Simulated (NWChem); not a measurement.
**PBE0/aug-cc-pVDZ run of B2O2 (SMILES O=BB=O)**

What is the vertical electron affinity of B2O2 at PBE0/aug-cc-pVDZ? 

The calculation is run with NWChem 7.3.0.

3 further runs of the same task are left out: 3 set aside as unsound or not needed. Runs told in other sessions of the task aren't counted.

### 1 The system as given

B2O2 has 4 atoms, charge 0, and is taken as a singlet. As SMILES, `O=BB=O`. Geometry: relaxed at PBE0-D4/def2-TZVP.

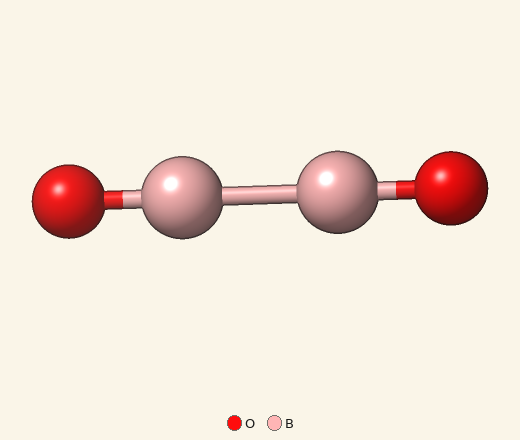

The structure, seen from a chosen angle (oxygen red, boron pink).

### 2 Energy and gradient at PBE0/aug-cc-pVDZ

Contents of run.py:

```python
from ase import Atoms
from ase.calculators.nwchem import NWChem

molecule = Atoms('OBBO', positions=[
    [-0.743090, 0.459760, 1.817650],
    [-0.302300, 0.187070, 0.739120],
    [0.302150, -0.186920, -0.739220],
    [0.743230, -0.459920, -1.817550],
])

calc = NWChem(
    label='job',
    theory='dft',
    memory='2200 mb',
    basis='aug-cc-pVDZ',
    basispar='spherical bse',
    dft={'xc': 'pbe0', 'mult': '1', 'grid': 'fine', 'convergence': 'energy 1e-08', 'iterations': '100', 'mulliken': None},
)
molecule.calc = calc

forces = molecule.get_forces()
print(f"energy = {molecule.get_potential_energy():.6f} eV")
print("forces (eV/A):")
for s, f in zip(molecule.symbols, forces):
    print(f"{s:2s} {f[0]:10.5f} {f[1]:10.5f} {f[2]:10.5f}")
print("dipole (e A):", molecule.get_dipole_moment().round(4))
```

On the command line:

```
$ export ASE_NWCHEM_COMMAND="nwchem PREFIX.nwi > PREFIX.nwo"
$ python run.py
```

Standard output:

```text
energy = -5442.972513 eV
forces (eV/A):
O    -0.18234    0.11282    0.44568
B     0.16188   -0.10012   -0.39559
B    -0.16177    0.09996    0.39590
O     0.18224   -0.11267   -0.44598
dipole (e A): [-0.0001  0.0001 -0.0001]
```

The calculator wrote job.nwi:

```
title "job"

permanent_dir job

scratch_dir job

start job

geometry units angstrom nocenter noautosym noautoz
  O  -7.4309000000000003e-01 4.5976000000000000e-01 1.8176500000000000e+00
  B  -3.0230000000000001e-01 1.8706999999999999e-01 7.3912000000000000e-01
  B  3.0214999999999997e-01 -1.8692000000000000e-01 -7.3921999999999999e-01
  O  7.4322999999999995e-01 -4.5992000000000000e-01 -1.8175500000000000e+00
end

memory 2200 mb

basis spherical bse noprint
   * library aug-cc-pVDZ
end

dft
  xc pbe0
  mult 1
  grid fine
  convergence energy 1e-08
  iterations 100
  mulliken
end

task dft gradient
```

job.nwo (excerpt; [...] marks lines left out):

```text
[...]
      One electron energy =     -404.912554561619
[... 1 line left out ...]
    Exchange-Corr. energy =      -25.038643021365
[... 6 lines left out ...]
                       DFT Final Molecular Orbital Analysis
[... 711 lines left out ...]
          Convergence on density requested:  1.00D-05
[...]
  wavefunction    = closed shell
                         DFT ENERGY GRADIENTS
    atom               coordinates                        gradient
                 x          y          z           x          y          z
   1 O      -1.404236   0.868820   3.434860    0.003546  -0.002194  -0.008667
   2 B      -0.571264   0.353511   1.396734   -0.003148   0.001947   0.007693
   3 B       0.570981  -0.353228  -1.396923    0.003146  -0.001944  -0.007699
   4 O       1.404501  -0.869123  -3.434671   -0.003544   0.002191   0.008673
[...]
```

It took 23 s on 1 thread of Intel Xeon 6975P-C (Granite Rapids), shared host; peak memory 0.12 GiB.

### 3 The doublet anion: the energy at UPBE0/aug-cc-pVDZ

Contents of b2o2.nw:

```
start b2o2
title "B2O2 PBE0"
memory total 2200 mb
charge -1
geometry noautosym nocenter noautoz
O     -0.743090     0.459760     1.817650
B     -0.302300     0.187070     0.739120
B      0.302150    -0.186920    -0.739220
O      0.743230    -0.459920    -1.817550
end
basis spherical bse
* library aug-cc-pVDZ
end
dft
xc pbe0
mult 2
grid fine
convergence energy 1e-08
maxiter 100
mulliken
end
task dft energy
```

On the command line:

```
$ nwchem b2o2.nw > b2o2.out
```

Standard output:

```text
[...]
          Wavefunction type:  spin polarized.
          No. of atoms     :     4
          No. of electrons :    27
[...]
          Charge           :    -1
          Spin multiplicity:     2
[...]
          AO basis - number of functions:    92
[...]
              XC Information
              --------------
                         PBE0 Method XC Functional
                     Hartree-Fock (Exact) Exchange  0.250
          PerdewBurkeErnzerhof Exchange Functional  0.750
            Perdew 1991 LDA Correlation Functional  1.000 local
           PerdewBurkeErnz. Correlation Functional  1.000 non-local
[...]
 d= 0,ls=0.0,diis     1   -199.7874303056 -2.67D+02  4.50D+00  2.77D-01     1.7
[...]
 d= 0,ls=0.5,diis    46   -200.0385857222 -8.81D-09  1.25D-06  8.15D-09    82.2
[...]
         Total DFT energy =     -200.038585728671
      One electron energy =     -411.117552179936
           Coulomb energy =      169.613488655439
    Exchange-Corr. energy =      -25.296749970938
 Nuclear repulsion energy =       66.762227766764
[...]
      Total Density - Mulliken Population Analysis
     ---------------------------------------------
    Atom       Charge   Shell Charges
 -----------   ------   -------------------------------------------------------
    1 O    8     8.38   2.01  0.85  0.80  0.29  2.83  1.43  0.15  0.01 -0.00
    2 B    5     5.12   2.03  0.59  0.63 -0.01  1.64 -0.13  0.13  0.18  0.06
    3 B    5     5.12   2.03  0.59  0.63 -0.01  1.64 -0.13  0.13  0.18  0.06
    4 O    8     8.38   2.01  0.85  0.80  0.29  2.83  1.43  0.15  0.01 -0.00
[...]
      <S2> =      0.7523 (Exact =     0.7500)
[...]
```

Run time: 85 s. Hardware: 1 thread of Intel Xeon 6975P-C (Granite Rapids), shared host; peak memory 0.11 GiB.

### 4 Summary of results

Level: PBE0/aug-cc-pVDZ.

| quantity | value |
| --- | --- |
| singlet B2O2: total energy | -200.02555 Eh |
| singlet B2O2: dipole moment | 0.00 D |
| singlet B2O2: HOMO energy | -11.02 eV |
| singlet B2O2: LUMO energy | -2.46 eV |
| singlet B2O2: HOMO–LUMO gap | 8.55 eV |
| singlet B2O2: largest force on an atom | 0.495 eV/Å |
| doublet anion: total energy | -200.03859 Eh |
| doublet anion: HOMO energy (highest over α and β) | 1.59 eV |
| doublet anion: LUMO energy (lowest over α and β) | 3.26 eV |
| doublet anion: ⟨S²⟩ | 0.752 |
| vertical electron affinity (to the doublet anion) | 0.355 eV |

What this shows: At fixed nuclei the extra electron is bound by 0.35 eV (8.2 kcal/mol). The largest force (singlet B2O2) is 0.49 eV/Å: the shape isn't a stationary point for this species at this level. Mulliken charges (singlet B2O2) run from -0.23 on O1 to +0.23 on B2; in a basis this large or diffuse they mean little. The HOMO (doublet anion) lies at positive energy, 1.59 eV, from the functional's self-interaction, a short basis or an electron that isn't bound; only total energies against the neutral tell.
